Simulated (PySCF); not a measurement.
# C2H2FGe (SMILES C#[C][GeH][F]): UBLYP/cc-pVDZ

What is the energy change on altering one bond length of C2H2FGe at UBLYP/cc-pVDZ? 

Program for the calculation: PySCF 2.14.0.

2 further runs of the same task are left out: 2 set aside as unsound or not needed.

## 1. The system as given

C2H2FGe has 6 atoms, charge 0, and is taken as a doublet. SMILES: `C#[C][GeH][F]`. Geometry: relaxed at PBE0-D4/def2-TZVP.

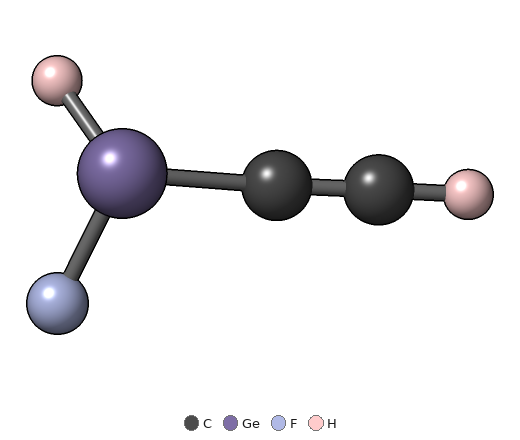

Viewed from a chosen angle; carbon dark grey, germanium purple, fluorine light blue, hydrogen pink.

## 2. A single-point energy at UBLYP/cc-pVDZ

calc.py

```python
# C#[C][GeH][F]
from pyscf import gto, dft

molecule = gto.Mole()
molecule.atom = '''
C     -0.489817     0.140785    -3.342926
C      0.011716     0.065385    -1.117584
Ge     1.249298    -0.039873     2.230633
F     -0.041196    -2.725741     3.627518
H     -0.976799     0.202201    -5.297469
H      0.325978     2.236302     3.812711
'''
molecule.spin = 1
molecule.max_memory = 1860
molecule.verbose = 3
molecule.unit = 'bohr'
molecule.basis = 'cc-pvdz'
molecule.build()

calc0 = dft.UKS(molecule, xc='blyp')
calc0.grids.level = 5
calc0.conv_tol = 1e-10
calc0.kernel()
if not calc0.converged:
    calc0 = calc0.newton().run(calc0.mo_coeff, calc0.mo_occ)

e_final = calc0.e_tot
print('Final energy', e_final)
```

On the command line:

```sh
$ OMP_NUM_THREADS=1 python calc.py
```

The program printed:

```text
WARN: HOMO -0.185372883537257 >= LUMO -0.185372883537256

converged SCF energy = -2254.17200148619  <S^2> = 0.75156944  2S+1 = 2.0015688
Final energy -2254.1720014861903
```

Run time: 33 s. Hardware: 1 thread of Arm Neoverse V2, shared host; peak memory 0.43 GiB.

## 3. The distorted shape at the same level

calc.py

```python
from pyscf import gto, dft

mol = gto.M(
    atom='''
C     -0.212846    -0.542006    -3.817506
C      0.288688    -0.617406    -1.592164
Ge     1.526269    -0.722663     1.756053
F      0.235775    -3.408531     3.152938
H     -0.699828    -0.480589    -5.772049
H      0.325978     2.236302     3.812711
''',
    spin=1,
    verbose=3,
    max_memory=1860,
    basis='cc-pvdz',
    unit='bohr',
)

ks = dft.UKS(mol, xc='blyp')
ks.conv_tol = 1e-10
ks.grids.level = 5
ks.kernel()
if not ks.converged:
    ks = ks.newton().run(ks.mo_coeff, ks.mo_occ)

energy = ks.e_tot
print('Final energy', energy)
```

On the command line:

```sh
$ OMP_NUM_THREADS=1 python calc.py
```

The program printed:

```text
WARN: HOMO -0.190606132729805 >= LUMO -0.190606132729804

converged SCF energy = -2254.14846320147  <S^2> = 0.75724667  2S+1 = 2.0072336
Final energy -2254.14846320147
```

It took 35 s on 1 thread of Arm Neoverse V2, shared host; peak memory 0.42 GiB.

## 4. Outcome

Level: UBLYP/cc-pVDZ.

```
                                                          quantity           value
                                         first shape: total energy  -2254.17200 Eh
                                        first shape: dipole moment          1.98 D
                   first shape: HOMO energy (highest over α and β)        -5.19 eV
                    first shape: LUMO energy (lowest over α and β)        -4.16 eV
                                                 first shape: ⟨S²⟩           0.752
                                     distorted shape: total energy  -2254.14846 Eh
                                    distorted shape: dipole moment          2.14 D
               distorted shape: HOMO energy (highest over α and β)        -5.45 eV
                distorted shape: LUMO energy (lowest over α and β)        -4.44 eV
                                             distorted shape: ⟨S²⟩           0.757
energy change with the Ge3–H6 bond stretched from 1.546 to 2.010 Å        0.641 eV
```

**Reading.** With the Ge3–H6 bond stretched from 1.546 to 2.010 Å the energy rises by 0.64 eV (14.8 kcal/mol). The first shape isn't relaxed at this level, so the change isn't measured from a minimum. Mulliken charges (first shape) run from -0.30 on F4 to +0.39 on Ge3. Mulliken charges (distorted shape) run from -0.30 on F4 to +0.39 on Ge3; they depend strongly on the basis.
